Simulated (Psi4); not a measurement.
Energy and gradient calculation, with input and output: C₂H₇P (charge +1) (part 1 of 2)

System: C₂H₇P (dimethylphosphine), charge +1, multiplicity 2.
Method: SVWN5/6-311+G**, UKS (Psi4 1.11).

The geometry is that of the parent species in another charge or spin state. The geometry comes from this level: PBE0-D4/def2-TZVP.

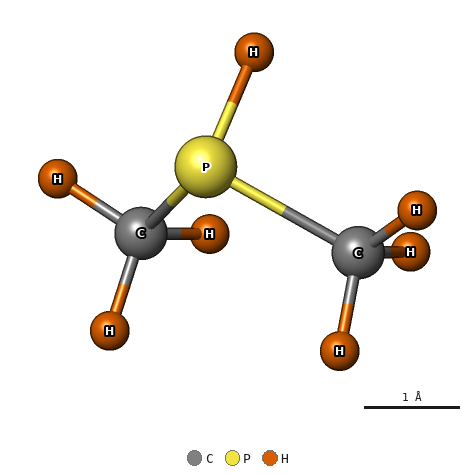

The structure (ball-and-stick view, seen at a tilt). Bond lengths as drawn: C–H 1.09 Å, C–P 1.84 Å and H–P 1.42 Å.

**Input file (job.in)**
```
memory 1.6 GB

molecule {
  1 2
  C
  P 1 r2
  C 2 r3 1 a3
  H 1 r4 2 a4 3 d4
  H 1 r5 4 a5 2 d5
  H 1 r6 5 a6 4 d6
  H 2 r7 1 a7 5 d7
  H 3 r8 2 a8 7 d8
  H 3 r9 8 a9 2 d9
  H 3 r10 9 a10 8 d10

  r2 = 1.843657
  r3 = 1.843658
  a3 = 100.20468
  r4 = 1.091848
  a4 = 113.10477
  d4 = -47.50985
  r5 = 1.091707
  a5 = 109.06251
  d5 = 121.87508
  r6 = 1.092316
  a6 = 107.55745
  d6 = -117.8527
  r7 = 1.421778
  a7 = 97.07214
  d7 = -70.70389
  r8 = 1.09231
  a8 = 108.82913
  d8 = -172.09077
  r9 = 1.09171
  a9 = 107.55744
  d9 = 118.33263
  r10 = 1.091848
  a10 = 109.06149
  d10 = -117.85322
  symmetry c1
}

set globals {
  basis                6-311+G**
  reference            uks
  puream               true
  e_convergence        1e-09
  d_convergence        1e-08
  scf_type             pk
  dft_radial_points    99
  dft_spherical_points 590
  maxiter              100
}

e, wfn = gradient("scf", dft_functional={"name": "SVWN5", "x_functionals": {"LDA_X": {}}, "c_functionals": {"LDA_C_VWN": {}}}, return_wfn=True)
oeprop(wfn, "LOWDIN_CHARGES", "MULLIKEN_CHARGES", "MAYER_INDICES")
```

Run as:
```bash
psi4 -n 1 job.in job.out
```

**Log**
```
Psi4 1.11 release

gradient() will perform analytic gradient computation.

   => Loading Basis Set <=

    Name: 6-311+G**
    Role: ORBITAL
    Keyword: BASIS

         ---------------------------------------------------------
                                   SCF
                              UKS Reference
                        1 Threads,   1525 MiB Core
         ---------------------------------------------------------

  ==> Geometry <==

    Molecular point group: c1
    Full point group: C1

    Geometry (in Angstrom), charge = 1, multiplicity = 2:

       Center              X                  Y                   Z               Mass
    ------------   -----------------  -----------------  -----------------  -----------------
         C           -0.020766756791     0.453555476315    -1.464457871065    12.000000000000
         P           -0.020766756791     0.453555476315     0.379199128935    30.973761998420
         C           -0.020766756791    -1.360937956180     0.705831038573    12.000000000000
         H            0.719775085210    -0.224791928220    -1.892913976297     1.007825032230
         H            0.171603260755     1.465636360919    -1.825719871860     1.007825032230
         H           -1.012304252658     0.160752392523    -1.816983036503     1.007825032230
         H            1.374571818123     0.662938401272     0.554246932059     1.007825032230
         H           -1.012339602087    -1.759747105735     0.480274635865     1.007825032230
         H            0.171767781396    -1.537175738098     1.765878877083     1.007825032230
         H            0.719688748835    -1.902808986279     0.114025761448     1.007825032230

  Running in c1 symmetry.

  Rotational constants: A =      0.54140  B =      0.23396  C =      0.18100 [cm^-1]
  Rotational constants: A =  16230.77976  B =   7013.97640  C =   5426.28571 [MHz]
  Nuclear repulsion =  113.554279126043852

  Charge       = 1
  Multiplicity = 2
  Electrons    = 33
  Nalpha       = 17
  Nbeta        = 16

  ==> Algorithm <==

  SCF Algorithm Type is PK.
  DIIS enabled.
  MOM disabled.
  Fractional occupation disabled.
  Guess Type is SAD.
  Energy threshold   = 1.00e-09
  Density threshold  = 1.00e-08
  Integral threshold = 1.00e-12

  ==> Primary Basis <==

  Basis Set: 6-311+G**
    Blend: 6-311+G**
    Number of shells: 62
    Number of basis functions: 116
    Number of Cartesian functions: 119
    Spherical Harmonics?: true
    Max angular momentum: 2

  ==> DFT Potential <==

   => LibXC <=

    Version 7.1.2

   => Composite Functional: SVWN5 <=

    Slater exchange
    Vosko, Wilk & Nusair (VWN5)

    Deriv               =              1
    GGA                 =          FALSE
    Meta                =          FALSE

    Exchange Hybrid     =          FALSE
    MP2 Hybrid          =          FALSE

   => Exchange Functionals <=

    1.0000         XC_LDA_X

   => Correlation Functionals <=

    1.0000     XC_LDA_C_VWN

   => LibXC Density Thresholds  <==

    XC_LDA_C_VWN:  1.00E-15
    XC_LDA_X:  1.00E-15

   => Molecular Quadrature <=

    Radial Scheme          =       TREUTLER
    Pruning Scheme         =           NONE
    Nuclear Scheme         =       TREUTLER

    Blocking Scheme        =         OCTREE
    BS radius alpha        =              1
    Pruning alpha          =              1
    Radial Points          =             99
    Spherical Points       =            590
    Total Points           =         556267
    Total Blocks           =           3923
    Max Points             =            256
    Max Functions          =            116
    Weights Tolerance      =       1.00E-15

  ==> Integral Setup <==

  Using in-core PK algorithm.
   Calculation information:
      Number of atoms:                  10
      Number of AO shells:              62
      Number of primitives:            105
      Number of atomic orbitals:       119
      Number of basis functions:       116

      Integral cutoff                 1.00e-12
      Number of threads:                 1

  Performing in-core PK
  Using 46056582 doubles for integral storage.
  We computed 1779879 shell quartets total.
  Whereas there are 1908081 unique shell quartets.

  ==> DiskJK: Disk-Based J/K Matrices <==

    J tasked:                  Yes
    K tasked:                   No
    wK tasked:                  No
    Memory [MiB]:             1029
    Schwarz Cutoff:          1E-12

  Cached 25.0% of DFT collocation blocks in 0.091 [GiB].

  Minimum eigenvalue in the overlap matrix is 5.5473639361E-04.
  Reciprocal condition number of the overlap matrix is 6.2641754348E-05.
    Using symmetric orthogonalization.

  ==> Pre-Iterations <==

  SCF Guess: Superposition of Atomic Densities via on-the-fly atomic UHF (no occupation information).

   -------------------------
    Irrep   Nso     Nmo
   -------------------------
     A        116     116
   -------------------------
    Total     116     116
   -------------------------

  ==> Iterations <==

                        Total Energy        Delta E     RMS |[F,P]|

   @UKS iter SAD:  -419.23481076825607   -4.19235e+02   0.00000e+00
   @UKS iter   1:  -418.77472497059671    4.60086e-01   1.01712e-02 ADIIS/DIIS
   @UKS iter   2:  -417.42194633318059    1.35278e+00   1.44259e-02 ADIIS/DIIS
   @UKS iter   3:  -419.37792413733729   -1.95598e+00   2.59380e-03 ADIIS/DIIS
   @UKS iter   4:  -419.42315272827784   -4.52286e-02   1.12434e-03 ADIIS/DIIS
   @UKS iter   5:  -419.43187769572177   -8.72497e-03   3.23027e-04 ADIIS/DIIS
   @UKS iter   6:  -419.43275142964239   -8.73734e-04   4.83836e-05 DIIS
   @UKS iter   7:  -419.43277119422936   -1.97646e-05   1.45403e-05 DIIS
   @UKS iter   8:  -419.43277305203617   -1.85781e-06   2.48548e-06 DIIS
   @UKS iter   9:  -419.43277310031510   -4.82789e-08   1.08951e-06 DIIS
   @UKS iter  10:  -419.43277311223193   -1.19168e-08   2.11321e-07 DIIS
   @UKS iter  11:  -419.43277311262779   -3.95858e-10   5.16161e-08 DIIS
   @UKS iter  12:  -419.43277311263705   -9.26548e-12   4.37907e-08 DIIS
   @UKS iter  13:  -419.43277311265024   -1.31877e-11   1.33798e-08 DIIS
   @UKS iter  14:  -419.43277311265240   -2.16005e-12   1.57518e-09 DIIS
  Energy and wave function converged.

  ==> Post-Iterations <==

   Electrons on quadrature grid:
      Nalpha   =   17.0000003296 ; deviation = 3.296e-07
      Nbeta    =   16.0000004917 ; deviation = 4.917e-07
      Ntotal   =   33.0000008214 ; deviation = 8.214e-07

   @Spin Contamination Metric:   1.240563857E-03
   @S^2 Expected:                7.500000000E-01
   @S^2 Observed:                7.512405639E-01
   @S   Expected:                5.000000000E-01
   @S   Observed:                5.000000000E-01

    Orbital Energies [Eh]
    ---------------------

    Alpha Occupied:

       1A    -76.285113     2A    -10.000736     3A    -10.000731
       4A     -6.562757     5A     -4.813662     6A     -4.808141
       7A     -4.808018     8A     -0.925403     9A     -0.846703
      10A     -0.754809    11A     -0.628461    12A     -0.605540
      13A     -0.592904    14A     -0.572235    15A     -0.539812
      16A     -0.532637    17A     -0.498122

    Alpha Virtual:

      18A     -0.237726    19A     -0.233308    20A     -0.175359
      21A     -0.147623    22A     -0.128081    23A     -0.122932
      24A     -0.115605    25A     -0.087831    26A     -0.087379
      27A     -0.081500    28A     -0.077393    29A     -0.072845
      30A     -0.066902    31A     -0.049170    32A     -0.045875
      33A     -0.019224    34A     -0.011477    35A     -0.002326
      36A      0.024848    37A      0.073253    38A      0.082401
      39A      0.086338    40A      0.095837    41A      0.110474
      42A      0.129805    43A      0.155254    44A      0.161953
      45A      0.219066    46A      0.253712    47A      0.291034
      48A      0.307334    49A      0.344259    50A      0.355242
      51A      0.373540    52A      0.386520    53A      0.411913
      54A      0.419511    55A      0.426465    56A      0.427695
      57A      0.492259    58A      0.493325    59A      0.576162
      60A      0.588907    61A      0.617531    62A      0.661111
      63A      0.803144    64A      0.812456    65A      0.818155
      66A      0.849751    67A      1.119351    68A      1.121982
      69A      1.179875    70A      1.181794    71A      1.219844
      72A      1.281684    73A      1.294942    74A      1.302925
      75A      1.314971    76A      1.331884    77A      1.363375
      78A      1.424622    79A      1.440715    80A      1.497294
      81A      1.509265    82A      1.537014    83A      1.565416
      84A      1.745461    85A      1.756946    86A      1.780434
      87A      1.884200    88A      1.905969    89A      1.934944
      90A      1.950787    91A      2.162501    92A      2.165090
      93A      2.190844    94A      2.196481    95A      2.219218
      96A      2.238999    97A      2.240039    98A      2.249696
      99A      2.313145   100A      2.398556   101A      2.404919
     102A      2.548101   103A      2.627998   104A      2.850625
     105A      2.927548   106A      3.429977   107A      3.451596
     108A      3.453426   109A      3.456619   110A      6.621469
     111A     13.386577   112A     13.454264   113A     13.466902
     114A     23.606362   115A     23.609959   116A    162.620138

    Beta Occupied:

       1A    -76.280942     2A     -9.999541     3A     -9.999536
       4A     -6.557971     5A     -4.804325     6A     -4.804151
       7A     -4.804094     8A     -0.915881     9A     -0.842457
      10A     -0.740935    11A     -0.618461    12A     -0.600421
      13A     -0.584723    14A     -0.569252    15A     -0.533971
      16A     -0.528526

    Beta Virtual:

      17A     -0.454474    18A     -0.220379    19A     -0.215943
      20A     -0.168310    21A     -0.144792    22A     -0.124299
      23A     -0.120536    24A     -0.112073    25A     -0.086163
      26A     -0.084465    27A     -0.079472    28A     -0.074008
      29A     -0.070964    30A     -0.063884    31A     -0.046511
      32A     -0.041677    33A     -0.015482    34A     -0.009990
      35A      0.001053    36A      0.025639    37A      0.079505
      38A      0.088089    39A      0.092865    40A      0.099995
      41A      0.115271    42A      0.139478    43A      0.163181
      44A      0.167618    45A      0.229421    46A      0.258894
      47A      0.295320    48A      0.310569    49A      0.351366
      50A      0.360689    51A      0.376870    52A      0.402383
      53A      0.417384    54A      0.430080    55A      0.434305
      56A      0.442226    57A      0.497834    58A      0.503944
      59A      0.592425    60A      0.600872    61A      0.632078
      62A      0.664648    63A      0.806497    64A      0.818616
      65A      0.825650    66A      0.855137    67A      1.130438
      68A      1.132823    69A      1.184194    70A      1.185428
      71A      1.237801    72A      1.290229    73A      1.300945
      74A      1.305702    75A      1.317671    76A      1.339944
      77A      1.369171    78A      1.432297    79A      1.448921
      80A      1.501000    81A      1.516297    82A      1.551630
      83A      1.576925    84A      1.750703    85A      1.761139
      86A      1.791489    87A      1.887953    88A      1.909481
      89A      1.939638    90A      1.955311    91A      2.168267
      92A      2.168369    93A      2.195392    94A      2.202281
      95A      2.222017    96A      2.242881    97A      2.243772
      98A      2.252224    99A      2.319189   100A      2.406078
     101A      2.407870   102A      2.553110   103A      2.632983
     104A      2.856705   105A      2.934096   106A      3.432162
     107A      3.454858   108A      3.457471   109A      3.461799
     110A      6.632787   111A     13.394219   112A     13.465557
     113A     13.472461   114A     23.608225   115A     23.611822
     116A    162.625232

    Final Occupation by Irrep:
              A
    DOCC [    16 ]
    SOCC [     1 ]
    NA   [    17 ]
    NB   [    16 ]

  @UKS Final Energy:  -419.43277311265240

   => Energetics <=

    Nuclear Repulsion Energy =            113.5542791260438520
    One-Electron Energy =                -795.6704779199470750
    Two-Electron Energy =                 296.9666346217521777
    DFT Exchange-Correlation Energy =     -34.2832089405013747
    Empirical Dispersion Energy =           0.0000000000000000
    VV10 Nonlocal Energy =                  0.0000000000000000
    Total Energy =                       -419.4327731126523986

  UHF NO Occupations:
  HONO-2 :   15  A 1.9998088
  HONO-1 :   16  A 1.9997739
  HONO-0 :   17  A 1.0000000
  LUNO+0 :   18  A 0.0002261
  LUNO+1 :   19  A 0.0001912
  LUNO+2 :   20  A 0.0001479
  LUNO+3 :   21  A 0.0000255

Computation Completed

Properties will be evaluated at   0.000000,   0.000000,   0.000000 [a0]

Properties computed using the SCF density matrix

 Multipole Moments:

 ------------------------------------------------------------------------------------
     Multipole            Electronic (a.u.)      Nuclear  (a.u.)        Total (a.u.)
 ------------------------------------------------------------------------------------
```
